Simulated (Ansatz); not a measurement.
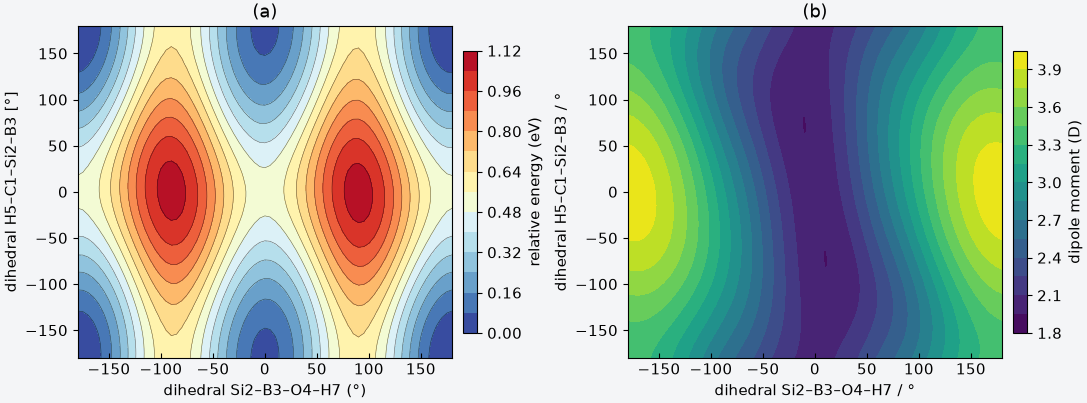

CH₃BOSi, SMILES C#[Si]BO. Coordinates scanned: (1) dihedral Si2–B3–O4–H7; (2) dihedral H5–C1–Si2–B3. Nothing is relaxed (all other coordinates rigid). The grid has 12 × 12 points; 116 points were computed and 28 follow by symmetry. Points are written as (first, second). Energies: eV, counted from the lowest grid point. The dihedral twists a double bond; near 90° a spin-restricted reference is unreliable. Theory: Ansatz 0.2.0, RKS PBE0-D4/def2-TZVP.

Panel (a) is the energy and panel (b) the computed dipole moment on the same grid.

Drawn: filled contours. Between grid points the surface is interpolated.

### How does the dipole moment vary over the map, and what is it at the lowest grid point?

Leaving out the highest fifth of the energies, it runs from 1.96 D at (0°, −30°) to 4.00 D at (−180°, 0°). At the lowest grid point, (−180°, −180°), it is 3.36 D.

```csv
"dihedral H5–C1–Si2–B3 ↓, dihedral Si2–B3–O4–H7 →",−180,−150,−120,−90,−60,−30,0,30,60,90,120,150
150,3.41,3.26,2.93,2.57,2.30,2.08,2.03,2.23,2.53,2.81,3.10,3.34
120,3.54,3.36,2.99,2.57,2.25,2.02,2.01,2.26,2.62,2.95,3.27,3.50
90,3.72,3.53,3.13,2.66,2.28,2.01,1.98,2.27,2.68,3.06,3.42,3.67
60,3.87,3.69,3.29,2.80,2.37,2.04,1.97,2.25,2.69,3.12,3.52,3.80
30,3.97,3.81,3.43,2.94,2.49,2.10,1.96,2.21,2.66,3.11,3.55,3.87
0,4.00,3.87,3.52,3.05,2.59,2.16,1.96,2.16,2.59,3.05,3.52,3.87
−30,3.97,3.87,3.55,3.11,2.66,2.21,1.96,2.10,2.49,2.94,3.43,3.81
−60,3.87,3.80,3.52,3.12,2.69,2.25,1.97,2.04,2.37,2.80,3.29,3.69
−90,3.72,3.67,3.42,3.06,2.68,2.26,1.98,2.01,2.28,2.66,3.13,3.53
−120,3.54,3.50,3.27,2.95,2.62,2.26,2.01,2.02,2.25,2.57,2.99,3.36
−150,3.41,3.34,3.10,2.81,2.53,2.23,2.03,2.08,2.30,2.57,2.93,3.26
−180,3.36,3.25,2.98,2.66,2.41,2.16,2.05,2.16,2.41,2.66,2.98,3.25
```
